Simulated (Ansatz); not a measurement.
# W-Au-Au-W stack of (100) layers: electron–phonon coupling and resistivity, part 3 of 4

Question: is the lattice of W-Au-Au-W stack of (100) layers stable, and if so, what are its coupling constant and resistivity?

Ansatz 0.2.0; DFT PBE, scalar-relativistic, plane waves, PAW; PAW set soft_1.

So far. Step 5 (Phonons: q 2×2×1, k 6×6×1): Among the solved wavevectors the lowest mode, translations apart, is 3 cm⁻¹, so these are real on this k mesh.

## (6) Electron–phonon run: q 2×2×1, k 6×6×1, scattering 12×12×1

A first run on coarse meshes.

The input, input.yaml:

```yaml
crystal:
  lattice:
    - [2.6809381127, 0.0, 0.0]
    - [0.0, 2.6809381127, 0.0]
    - [0.0, 0.0, 37.4564816519]
  atoms:
    - { symbol: W, position: [0.0, 0.0, 0.1372357253] }
    - { symbol: Au, position: [0.5, 0.5, 0.1958113556] }
    - { symbol: Au, position: [0.0, 0.0, 0.2612523954] }
    - { symbol: W, position: [0.5, 0.5, 0.3198280257] }
  periodic: [true, true, false]
kpoints:
  mp_grid: { grid: [6, 6, 1] }
hamiltonian:
  xc: pbe
  pseudopotentials: { kind: paw, azcp: { folder: soft_1 } }
scf:
  occupations: { method: methfessel_paxton, width: 0.2 }
output:
  eigenvalues: true
phonons:
  method: dfpt
  qmesh: [2, 2, 1]
  temperatures: { t_max: 1000, t_step: 50 }
  qpath:
    path: [[0.0, 0.0, 0.0], [0.0, 0.5, 0.0], [0.5, 0.5, 0.0], [0.0, 0.0, 0.0]]
    npoints: 10
  electrical_resistivity:
    mesh: [12, 12, 1]
    temperatures: [20.0, 50.0, 77.0, 100.0, 150.0, 200.0, 300.0, 400.0, 600.0, 800.0]
  superconductivity: { mesh: [12, 12, 1], eliashberg_equations: false }
  electron_occupations: "off"
```

Command:

```
> ansatz run input.yaml --threads 4 --pin off --max-ram 12288MiB --backend cpu --events-out ev --progress --plain --runs-dir out
```

Numbers of over 12 decimals in the logs are rounded to 6 here.

Output:

```text
[...]
Crystal: 4 atoms, lattice volume = 269.216 Å³
Basis set: ecut = 420 eV, 5329 PW (Γ), exchange–correlation on 36×36×512 points (8 copies of the dense FFT grid, shifted against one another)
Bands: 40, of which v1, the nominal top of the filled ones, is band 33 counted from 1 (32 counted from 0)
Symmetry: 16 space group operations
k-points: 10 of 36 (irreducible under 8 space group operations)
[...]
SCF iter   1: F=—  HF=-47073.223336 eV  |F-HF|=—  |Δ(HF+E_count)|=         —  Δρ=6.05e-2  dr2=4.00e1  ethr=3.10e-3  ⟨swp⟩=13.8  Hψ=2772  notcnv=0
[...]
SCF iter  14: F=-47069.779438 eV  HF=-47069.779438 eV  |F-HF|=5.75e-10  |Δ(HF+E_count)|=  3.13e-10  S|Δr|=    0.00e0  Δρ=4.41e-8  dr2=6.72e-12  ethr=1.00e-12  ⟨swp⟩=24.1  Hψ=4035  notcnv=0
SCF 1 converged in 14 iterations: F = -47069.779438 eV  dr2 = 6.72e-12
[...]
k-points: 10 of 36
SCF iter   1: F=—  HF=-47073.223336 eV  |F-HF|=—  |Δ(HF+E_count)|=         —  Δρ=6.05e-2  dr2=4.00e1  ethr=3.10e-3  ⟨swp⟩=13.8  Hψ=2772  notcnv=0
[...]
SCF iter  14: F=-47069.779438 eV  HF=-47069.779438 eV  |F-HF|=1.46e-10  |Δ(HF+E_count)|=  3.13e-10  S|Δr|=    0.00e0  Δρ=4.42e-8  dr2=6.78e-12  ethr=1.00e-12  ⟨swp⟩=4.4  Hψ=1850  notcnv=0
SCF 2 converged in 14 iterations: F = -47069.779438 eV  dr2 = 6.78e-12
[...]
SCF converged after 14 iterations
[...]
Free energy (F): -47069.779438 eV
[...]
Internal energy: -47069.779260 eV  (E = F + TS)
E sigma→0 (E₀):  -47069.779393 eV
Entropy (-TS):   -0.000177 eV (-0.044 meV/atom)
Fermi energy:    -5.455122 eV
[...]
--- Band table (eV; the first three rows and the last of 10) ---
  k-point 0: bands = [... 29 lower, -8.1225, -7.8557, -7.7035, -6.8025, -5.9859, -5.2646, -2.8068, -2.8068, ... 3 higher]
  k-point 1: bands = [... 29 lower, -8.1753, -8.0530, -7.5618, -6.0525, -6.0176, -5.8936, -2.9852, -2.6384, ... 3 higher]
  k-point 2: bands = [... 29 lower, -8.3720, -7.0224, -6.4983, -5.6155, -4.7872, -4.4117, -3.3652, -3.3405, ... 3 higher]
  k-point 9: bands = [... 29 lower, -6.4465, -5.9378, -5.9378, -3.7112, -3.7112, -1.5648, -1.5648, 0.4093, ... 3 higher]
[...]
ASR residual: 4.007e-5 → 0.000e0 eV/Å²; symmetrization residual: 4.653e-7 eV/Å²
[...]
ASR residual per site (eV/Å²): 1.22e-5 4.01e-5 3.98e-5 1.20e-5
[...]
--- Phonons (arbitrary-q DFPT): 3 irreducible q on the 2×2×1 mesh ---
[...]
interpolated dispersion: 31 rows × 12 modes
[...]
--- Electrical resistivity: potentials and phonons of a 2×2×1 supercell ---
  scattering by harmonic phonons alone, with no dipole-dipole term; scattering by other electrons, impurities, surfaces and spin disorder is left out, and so is spin–orbit coupling
  the resistivity is that of a variational response, whose dependence on the energy is improved iteratively
  tensors lie in the sheet's plane, the Hall coefficient along its normal; that, the resistivity and the plasma energy are of the whole cell, vacuum included; the cell is 37.456 Å high
  at the Fermi level of each mesh (of a tensor half of its trace):
           mesh   spin    states/(eV spin)  plasma energy (eV)         λ      λ_tr    ħω_log (meV)
        12×12×1                     1.4224              4.6117    0.8555    1.0118           5.971
          6×6×1                     1.0066              2.9924    0.5741    0.8969           2.807
          3×3×1                     1.6781              3.8152    1.4130    1.5806           2.606
  resistivity on the deck's mesh, µΩ·cm:
     T (K)       trace/2  mesh converged            xx            yy            zz    lowest order   relaxation time
     20.00     4.8206e-1              no     4.8205e-1     4.8206e-1      0.0000e0        1.1353e0         6.6465e-1
     50.00      4.3378e0              no      4.3378e0      4.3378e0      0.0000e0        6.1298e0          5.1772e0
     77.00      9.3138e0              no      9.3138e0      9.3139e0      0.0000e0        1.1821e1          1.0516e1
    100.00      1.3581e1              no      1.3581e1      1.3581e1      0.0000e0        1.6683e1          1.5039e1
    150.00      2.2443e1              no      2.2443e1      2.2443e1      0.0000e0        2.6981e1          2.4487e1
    200.00      3.0970e1              no      3.0970e1      3.0970e1      0.0000e0        3.7032e1          3.3641e1
    300.00      4.7759e1              no      4.7759e1      4.7759e1      0.0000e0        5.6949e1          5.1739e1
    400.00      6.4495e1              no      6.4495e1      6.4495e1      0.0000e0        7.6865e1          6.9865e1
    600.00      9.8488e1              no      9.8487e1      9.8488e1      0.0000e0        1.1752e2          1.0688e2
    800.00      1.3382e2              no      1.3382e2      1.3382e2      0.0000e0        1.6008e2          1.4553e2
  sheet resistance at 20 K: 1.287 Ω
  mean free path at 20 K (of a tensor half of its trace): 627 nm by what each carries, 375 by the Fermi surface alone
  Hall coefficient in a weak field at 20 K (along the normal): -3.349e-10 m³/C (how far it moves between the two finest meshes is not known); by each state's relaxation time: -7.020e-10 m³/C; by a constant relaxation time: 2.858e-10 m³/C
  sheet resistance at 50 K: 11.58 Ω
[...]
sheet resistance at 77 K: 24.87 Ω
[...]
sheet resistance at 100 K: 36.26 Ω
[...]
sheet resistance at 150 K: 59.92 Ω
[...]
sheet resistance at 200 K: 82.68 Ω
[...]
sheet resistance at 300 K: 127.5 Ω
[...]
sheet resistance at 400 K: 172.2 Ω
[...]
sheet resistance at 600 K: 262.9 Ω
[...]
sheet resistance at 800 K: 357.3 Ω
[...]
the resistivity times a path that all electrons share, by the Fermi surface of the deck's mesh alone (half of the trace): 1.806e-15 Ω·m²
  not converged in the mesh (λ; λ_tr; the resistivity at 20 K by 31.78 %; the resistivity at 50 K by 45.23 %; the resistivity at 77 K by 41.88 %; the resistivity at 100 K by 40.37 %; the resistivity at 150 K by 39.04 %; the resistivity at 200 K by 38.53 %; the resistivity at 300 K by 38.02 %; the resistivity at 400 K by 37.96 %; the resistivity at 600 K by 37.62 %; the resistivity at 800 K by 36.79 %): between neighb [...]
  vibrations of 4 cells: unjudged by the run; compare a larger repeat
  the changes of the potential over all sites missed a rigid shift's by 0.61 % (the site terms' by 0.02 %)
  between the force constants' wavevectors the phonons are obtained by Fourier interpolation alone: phonons.electron_occupations is off
--- Superconductivity: potentials and phonons of a 2×2×1 supercell ---
  pairing by harmonic phonons, in the closed forms alone; spin fluctuations are left out, and so is spin–orbit coupling
           mesh         λ    ħω_log (meV)  μ* declared at (meV)
        12×12×1    0.8555           5.971               10.652
          6×6×1    0.5741           2.807                9.380
          3×3×1    1.4130           2.606                9.126
  λ by the species' shares of the modes' patterns: W 0.5455, Au 0.3100
  transition temperature on the deck's mesh (K), isotropic and anisotropic, restricted to the Fermi surface (FSR) and over the full bandwidth (FBW), and the last with the density of states resolved in a narrower window:
        μ*   McMillan   Allen–Dynes      iso. FSR      iso. FBW    aniso. FSR    aniso. FBW  narrow window
      0.08      4.152         4.436             -             -             -             -              -
      0.10      3.702         3.929             -             -             -             -              -
      0.12      3.267         3.448             -             -             -             -              -
      0.13      3.055         3.217             -             -             -             -              -
      0.14      2.848         2.992             -             -             -             -              -
      0.16      2.450         2.563             -             -             -             -              -
      0.20      1.723         1.790             -             -             -             -              -
  not judged without the Eliashberg equations: between neighbouring meshes, the two finest first, λ moves by 32.90 % and 146.12 %
  vibrations of 4 cells: unjudged by the run; compare a larger repeat
[...]
```

Run time: 3.5 min. Hardware: 4 threads of Arm Neoverse V2, shared host; peak memory 2.2 GiB; 13 min of CPU time.

Numbers from this step:

| Item | Value |
| --- | --- |
| cell height | 37.46 Å |
| sheet resistance 300K | 127.5 Ω/square, mean in the plane |
| resistivity at 300 K | 47.76 μΩ cm, mean of the axes, of the whole cell with its vacuum |
| coupling constant λ | 0.8555 |
| density of states at the Fermi level | 1.422 states/eV a spin and cell |
| log mean phonon energy ħω_log | 5.971 meV |
| transport coupling constant λ_tr | 1.012, 1.012, 0 (xx, yy, zz) |
| Drude plasma energy | 4.612, 4.612, 0 eV (xx, yy, zz), of the whole cell with its vacuum |
| second-moment phonon energy ħω₂ | 10.65 meV |

Solved on the 2×2×1 mesh alone; all other wavevectors are interpolated. The phonon branches at the labelled points (cm⁻¹):

```csv
point,branch 1,branch 2,branch 3,branch 4,branch 9,branch 10,branch 11,branch 12
Γ,0,0,0,3,78,78,122,128
X,39,39,44,44,138,138,205,205
M,64,64,127,127,188,188,194,194
Γ,0,0,0,3,78,78,122,128
```

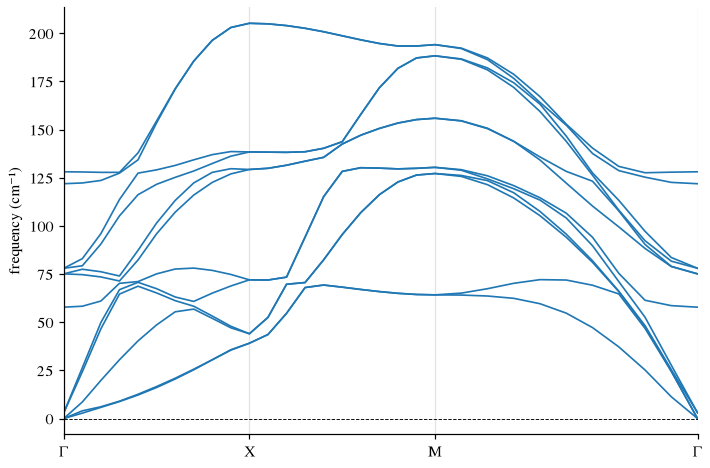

Phonon branches along the path.

The Eliashberg function α²F has structure finer than the step of the table below, so its rows give means over 2 meV, whole bins alone (the curve runs from 0.099 to 25.3 meV). Peaks (meV: height): α²F 8.6: 0.495, 16.0: 1.17, 17.2: 0.851; α²F tr 8.6: 0.625, 16.0: 2.45, 17.2: 1.79.

The Eliashberg function α²F by phonon energy; means over each step:

```csv
phonon energy (meV),α²F,α²F tr
2,0.0457,0.0528
4,0.142,0.118
6,0.162,0.161
8,0.267,0.309
10,0.151,0.183
12,0.128,0.152
14,0.171,0.192
16,0.512,0.843
18,0.297,0.461
20,0.0469,0.0530
22,0.0135,0.0126
24,0.0185,0.0178
```

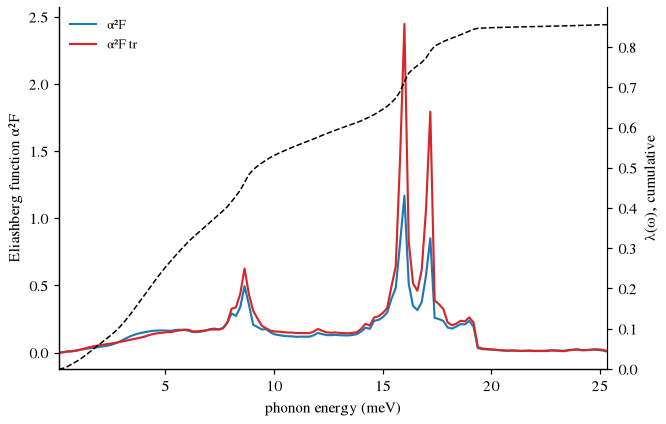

Eliashberg function α²F, plotted against phonon energy. The dashed line is the running λ.

Of the whole cell with its vacuum, so only the sheet resistance is a property of the layer; the means are those of the plane. Resistivity, by row:

```csv
T (K),ρ_xx (μΩ cm),ρ_yy,ρ_zz,"ρ by Ziman's lowest order, mean","ρ by relaxation times, mean",within 2 % of the coarser mesh
20,0.4821,0.4821,-,1.135,0.6646,no
50,4.338,4.338,-,6.13,5.177,no
77,9.314,9.314,-,11.82,10.52,no
100,13.58,13.58,-,16.68,15.04,no
150,22.44,22.44,-,26.98,24.49,no
200,30.97,30.97,-,37.03,33.64,no
300,47.76,47.76,-,56.95,51.74,no
400,64.49,64.49,-,76.87,69.86,no
600,98.49,98.49,-,117.5,106.9,no
800,133.8,133.8,-,160.1,145.5,no
```

The cell's resistivity over its height. The sheet resistance, along x by temperature:

```csv
temperature (K),"sheet resistance, along x (Ω/square)"
20,1.29
50,11.6
77,24.9
100,36.3
150,59.9
200,82.7
300,128
400,172
600,263
800,357
```

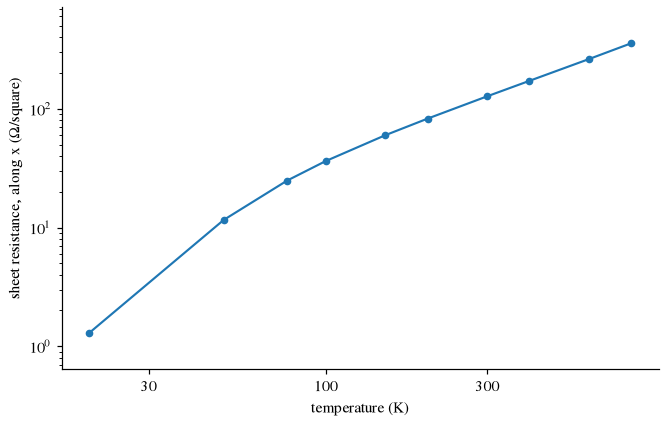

Sheet resistance, along x against temperature.

Some points of the scattering mesh along the symmetry lines, up to three branches each (those of largest λ), at most 39 rows; the frequencies are those of the scattering step, which can differ from the solved and plainly interpolated ones; single rows converge slowly. Mode couplings:

```csv
q1,q2,q3,branch,ħω (meV),λ_q,half width (meV)
0,0.3333,0,1,2.93,1.41,0.0542
0,0.3333,0,2,2.98,1.13,0.0448
0,0.3333,0,3,7.23,0.223,0.052
0.0833,0.5,0,1,6.26,0.181,0.0317
0.0833,0.5,0,9,17.14,0.207,0.272
0.0833,0.5,0,10,17.14,0.207,0.272
0.4167,0.5,0,5,16.07,0.17,0.196
0.4167,0.5,0,6,16.07,0.17,0.196
0.4167,0.5,0,7,19.11,0.106,0.174
0.3333,0.3333,0,2,8.8,0.0749,0.0259
0.3333,0.3333,0,5,14.57,0.126,0.119
0.3333,0.3333,0,6,14.75,0.102,0.0994
```

The Eliashberg function α²F has structure finer than the step of the table below, so its rows give means over 2 meV, whole bins alone (the curve runs from 0.099 to 25.3 meV). Peaks (meV: height): α²F 8.6: 0.495, 16.0: 1.17, 17.2: 0.851; W 8.6: 0.213, 16.0: 1.05, 17.2: 0.741; Au 8.6: 0.282, 15.8: 0.124, 17.2: 0.110.

Table of Eliashberg function α²F by phonon energy; means over each step:

```csv
phonon energy (meV),α²F,W,Au
2,0.0457,0.0219,0.0238
4,0.142,0.0816,0.0608
6,0.162,0.111,0.0507
8,0.267,0.107,0.159
10,0.151,0.0890,0.0623
12,0.128,0.102,0.0254
14,0.171,0.142,0.0288
16,0.512,0.443,0.0695
18,0.297,0.249,0.0476
20,0.0469,0.0339,0.0130
22,0.0135,0.00110,0.0123
24,0.0185,9.7e-4,0.0175
```

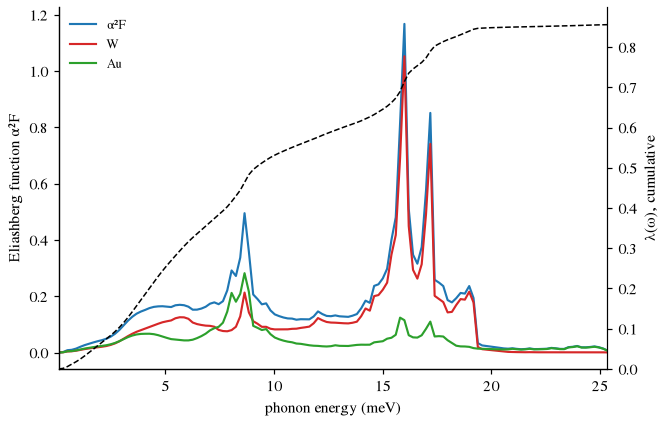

Eliashberg function α²F against phonon energy. The dashed line is the running λ.

λ by element:

```csv
share in the modes' patterns,λ
W,0.5455
Au,0.31
```

λ by pair of elements:

```csv
motions of the sites of,λ
W-W,0.7835
W-Au,-0.1586
Au-Au,0.2306
```

Largest shares of lambda; single rows converge slowly. Strongest modes:

```csv
q1,q2,q3,star,branch,ħω (meV),λ_q,half width (meV)
0,0.3333,0,4,1,2.935,1.407,0.05416
0,0.08333,0,4,2,0.6526,1.17,0.002226
0,0.3333,0,4,2,2.979,1.129,0.04477
0.08333,0.3333,0,8,1,5.532,0.5376,0.07353
0.08333,0.3333,0,8,2,5.637,0.5296,0.07521
0,0.08333,0,4,1,0.594,0.7375,0.001163
```

300 K. Table of cumulative share of the conductivity, along x by mean free path:

```csv
mean free path (nm),"cumulative share of the conductivity, along x"
1.58,0.00259
1.78,0.00633
2.00,0.0243
2.24,0.0474
2.51,0.0953
2.82,0.108
3.16,0.128
3.55,0.195
3.98,0.480
4.47,0.75
5.01,0.917
5.62,0.943
6.31,0.944
7.08,0.947
7.94,0.947
8.91,0.955
```

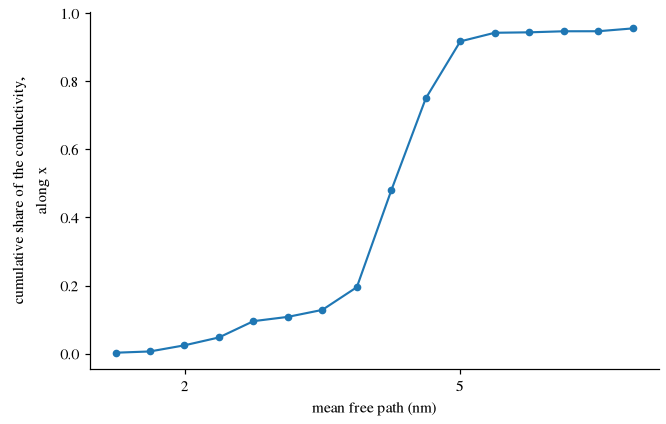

Cumulative share of the conductivity, along x against mean free path.

Resistivity by mesh:

```csv
mesh,T (K),mean rho (μΩ cm)
12x12x1,20,0.4821
12x12x1,300,47.76
12x12x1,800,133.8
6x6x1,20,0.6353
6x6x1,300,65.92
6x6x1,800,183
3x3x1,20,1.794
3x3x1,300,78.98
3x3x1,800,182.5
```

Harmonic. Thermo, by row:

```csv
T (K),F_vib (meV/atom),S (J/mol-atom/K),C_V (J/mol-atom/K)
0,20.3,0,0
50,18.83,7.869,12.35
100,11.68,19.3,20.02
150,-0.67,27.96,22.5
200,-16.95,34.59,23.5
250,-36.3,39.9,24
300,-58.15,44.3,24.28
350,-82.1,48.06,24.45
400,-107.9,51.33,24.56
450,-135.2,54.23,24.64
500,-164,56.82,24.69
550,-194.1,59.18,24.73
600,-225.3,61.33,24.77
650,-257.6,63.32,24.79
700,-290.9,65.16,24.81
750,-325.1,66.87,24.83
800,-360.2,68.47,24.84
850,-396.1,69.98,24.85
900,-432.7,71.4,24.86
950,-470.1,72.74,24.87
1000,-508.1,74.02,24.87
```

No LO-TO term; unit eigenvectors of the mass-weighted matrix. The modes at Γ (shares of kinetic energy by element, %):

```csv
mode,frequency (cm⁻¹),symmetry,W %,Au %
1,0.0,unnamed,48,52
2,0.0,unnamed,48,52
3,0.0,unnamed,48,52
4,3.0,Eg,45,55
5,3.0,Eg,45,55
6,57.8,A1g,70,30
7,75.1,Eg,55,45
8,75.1,Eg,55,45
9,78.0,Eu,52,48
10,78.0,Eu,52,48
11,121.9,A2u,52,48
12,128.1,A1g,30,70
```

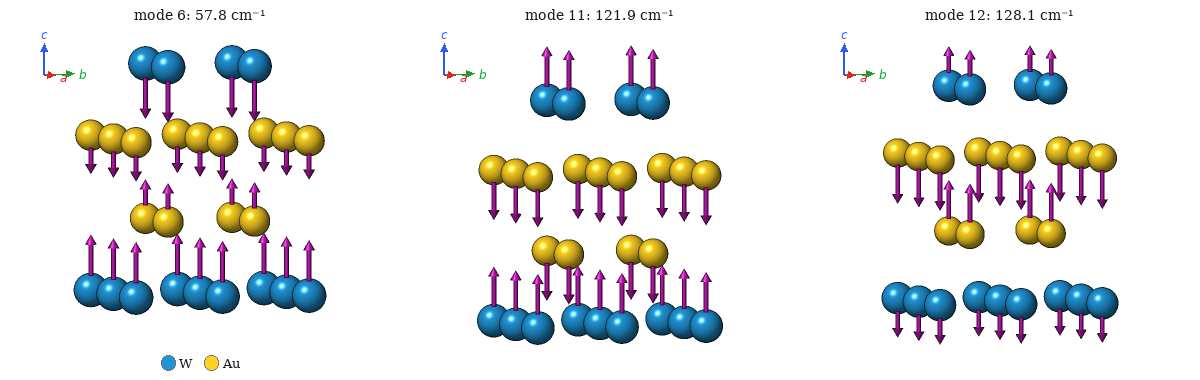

Displacement patterns of modes 6, 11 and 12 at Γ; arrows are exaggerated. 2×2×1 cells are drawn. Some periodic images of atoms are drawn too.

Some states were left unconverged by the eigensolver. By its own test the run is not converged in the mesh. λ = 0.856 and 128 Ω per square at 300 K. The run's own test puts 38 % between its two finest meshes on the component of the resistivity at 300 K that moves most, so it is not converged. By the run's own test λ moves by 33 % between its two finest scattering meshes.

(Continued in part 4 of 4.)

[Logs are printed without paths, hosts, clocks, repeated set-up lines and the standing remarks that a program may print on its own settings, such as how far it seeks lower states.]

[Hosts, paths, dates, database ids (printed as entryN), source tags and the programs' standing remarks are cut or masked in the printed files.]
